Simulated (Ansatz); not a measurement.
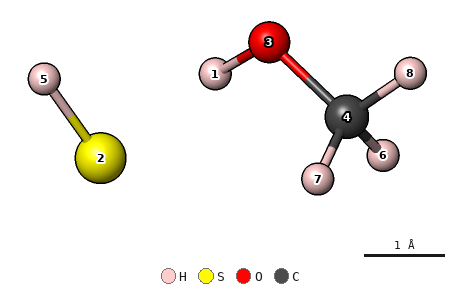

CH$_{5}$OS (multiplicity 2) (coarse preliminary run), before the saddle-point search. The picture is a ball-and-stick view, seen at a tilt.

The reaction that was planned forms H1–O3 and breaks H1–S2 (atoms numbered from 1 in input order).

All numbers below come from Ansatz 0.2.0, UKS PBE0-D4/def2-SVP.

Input
```yaml
crystal:
  periodic: [false, false, false]
  atoms:
    - {symbol: H, position_ang: [0.471321, -0.514862, -0.920188]}
    - {symbol: S, position_ang: [2.081790, 0.271818, -0.915842]}
    - {symbol: O, position_ang: [-0.253719, -0.819967, 0.071476]}
    - {symbol: C, position_ang: [-1.042426, 0.264889, 0.443604]}
    - {symbol: H, position_ang: [2.610607, -0.855724, -0.392414]}
    - {symbol: H, position_ang: [-1.418015, 0.857270, -0.411659]}
    - {symbol: H, position_ang: [-0.530401, 0.946381, 1.148468]}
    - {symbol: H, position_ang: [-1.919158, -0.149706, 0.976553]}
basis:
  gaussian: {orbitals: def2-SVP}
magnetization: {spin_polarized: true, initial_magnetization: 1}
hamiltonian: {xc: pbe0, dispersion: d4}
saddle:
  f_tol: 0.04
  max_steps: 70
  order_check: false
  mode_guess:
    - [-1.4713, -0.6800, 0.7810]
    - [0.8985, 0.4389, 0.0024]
    - [0.5728, 0.2410, -0.7834]
    - [0.0000, 0.0000, 0.0000]
    - [0.0000, 0.0000, 0.0000]
    - [0.0000, 0.0000, 0.0000]
    - [0.0000, 0.0000, 0.0000]
    - [0.0000, 0.0000, 0.0000]
```

Question: Where does the saddle-point search end?

Answer: The search converged after 19 steps with a largest force component of 0.0029 eV/Å and a curvature of −5.77 eV/Å² along the mode that it followed. The atom that moves furthest after the best rigid fit is S2 (0.32 Å). Largest moves by element: S 0.32 Å, H 0.22 Å, O 0.06 Å, C 0.02 Å. Near-neighbour distances that change, for instance: H1–S2 1.792 → 1.441 Å, H1–O3 1.266 → 1.392 Å, O3–C4 1.392 → 1.371 Å. New bonds form: H1–S2 (1.79 → 1.44 Å).

Final geometry:

```xyz
8

H     0.6806   -0.5491   -0.8547
S     1.9222    0.1221   -1.1455
O    -0.3071   -0.8232    0.0864
C    -1.0396    0.2740    0.4592
H     2.6061   -0.6956   -0.3178
H    -1.3101    0.9440   -0.3785
H    -0.5662    0.8569    1.2718
H    -1.9860   -0.1289    0.8791
```

After the run, drawn alike:

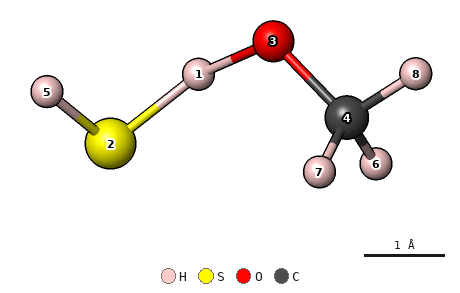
